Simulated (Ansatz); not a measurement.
F$_{4}$H$_{2}$W

Input

```
crystal:
  periodic: [false, false, false]
  atoms:
    - { symbol: W, position_ang: [-0.000298, -0.120181, 0.096171] }
    - { symbol: F, position_ang: [-0.059556, -0.483595, 1.909077] }
    - { symbol: H, position_ang: [1.485344, 0.38835, 0.708119] }
    - { symbol: H, position_ang: [0.518944, 1.347006, -0.458915] }
    - { symbol: F, position_ang: [-1.5843, 0.766875, 0.448825] }
    - { symbol: F, position_ang: [0.916958, -1.702884, -0.200544] }
    - { symbol: F, position_ang: [-0.467492, -0.325571, -1.693234] }
basis:
  gaussian: { orbitals: def2-SVP }
hamiltonian:
  xc: hf
relax:
  f_tol: 0.03
  max_steps: 50
output:
  orbitals: {}
```

Command:

```sh
ansatz run input.yaml --threads 1 --pin off --max-ram 2048MiB --backend cpu --events-out ev --progress --plain --runs-dir out
```

The fields are those of the run's last geometry, not of the input's.

Core potentials replace the inner electrons of W.

The calculation used RHF/def2-SVP in Ansatz.

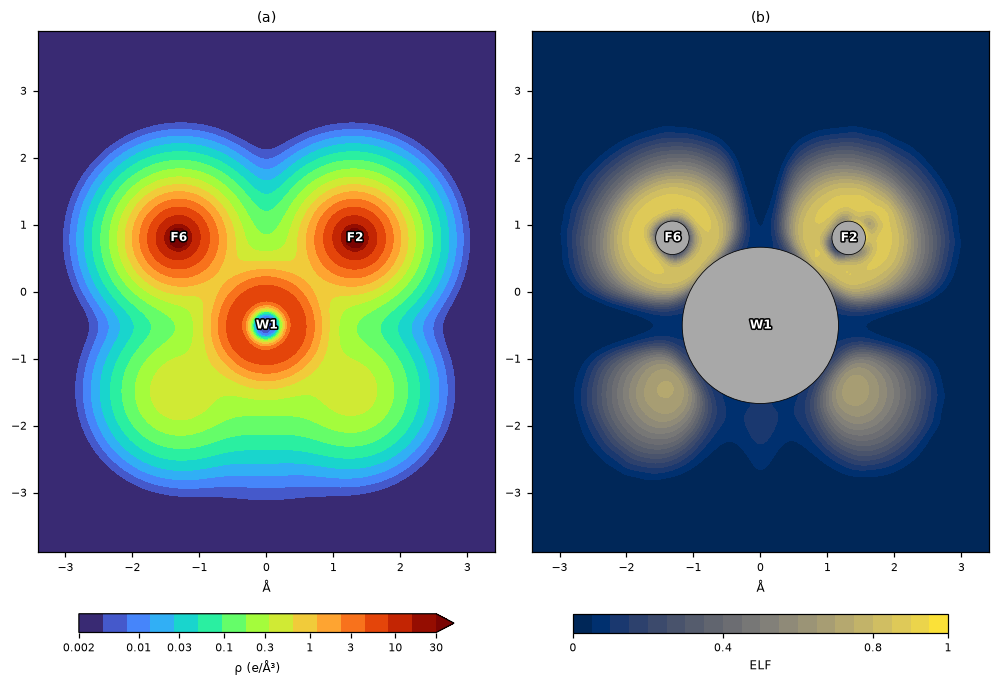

Figure 1. (a) electron density; (b) electron localisation function on the plane of atoms F2, W1 and F6. Grey discs cover the atomic cores in the ELF map.

What do the fields say about this system?

Answer. Atoms in the plane: W and F.
W–F (1.85 Å): ρ at the midpoint is about 1.1 e/Å³; the ELF peaks at about 0.85 in the valence shell of F, 0.5 Å from its nucleus, and drops to about 0.25 between the two atoms.

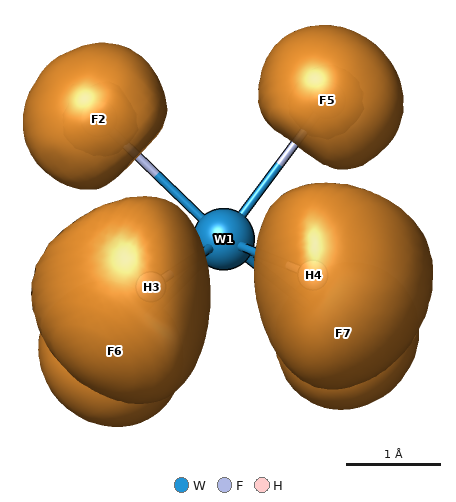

Figure 2. Isosurface of the electron localisation function at 0.75 (orange), seen at a tilt. Only the valence region is drawn (cores and ρ < 0.01 e/Å³ removed).

Describe the localisation domains.

Answer. The ELF exceeds this value in two regions around hydrogen nuclei and four regions wrapped around F (the valence shell of each). Along the contacts the grid gives the following. W–H (1.65 Å): the ELF climbs to about 1 towards the hydrogen.

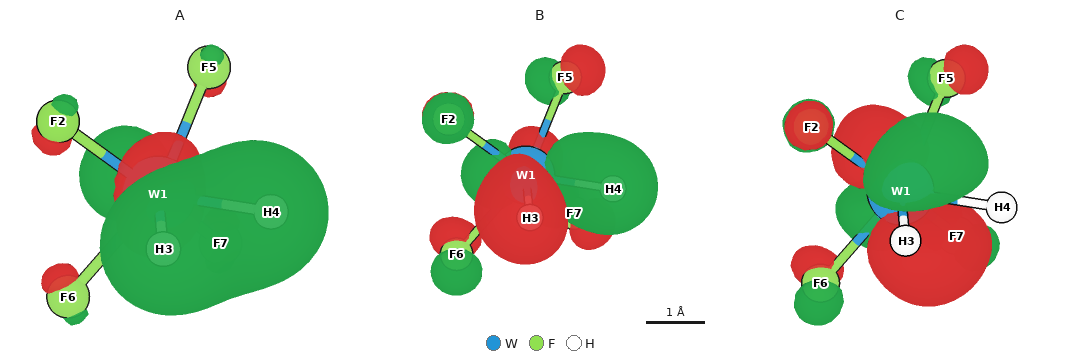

Figure 3. Three frontier orbitals at ±0.15 Å⁻³ᐟ² (green and red are the two phases), in no order.

Order the three orbitals by energy and name them.

Answer. A is the HOMO−1 (−16.75 eV). It lies mainly on W1 (about 45 %), H3 (about 25 %) and H4 (about 25 %). B is the HOMO (−13.53 eV). By Hirshfeld shares it lies mainly on W1 (about 40 %), H3 (about 20 %), H4 (about 20 %), F2 (about 5 %), F5 (about 5 %), F6 (about 5 %) and F7 (about 5 %). C is the LUMO (−0.47 eV). Its weight (Hirshfeld) is mainly on W1 (about 75 %).

What is the HOMO–LUMO gap?

Answer. 13.06 eV between the orbital energies.

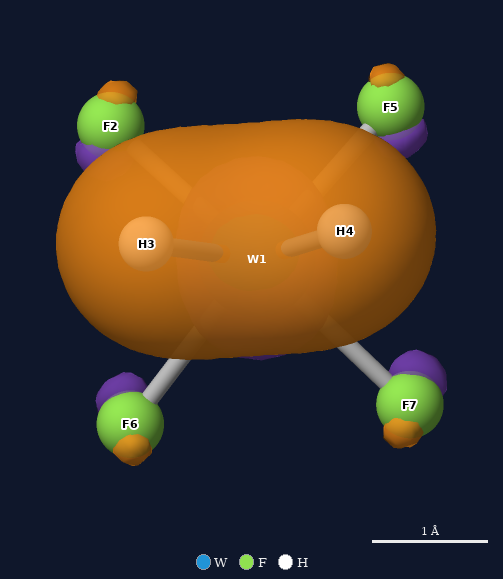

Figure 4. The HOMO−1 at ±0.15 Å⁻³ᐟ² (orange and purple are the two phases), seen across its widest extent.

Describe this orbital and give its energy.

Answer. It lies mainly on W1 (about 45 %), H3 (about 25 %) and H4 (about 25 %). Its energy is −16.75 eV.
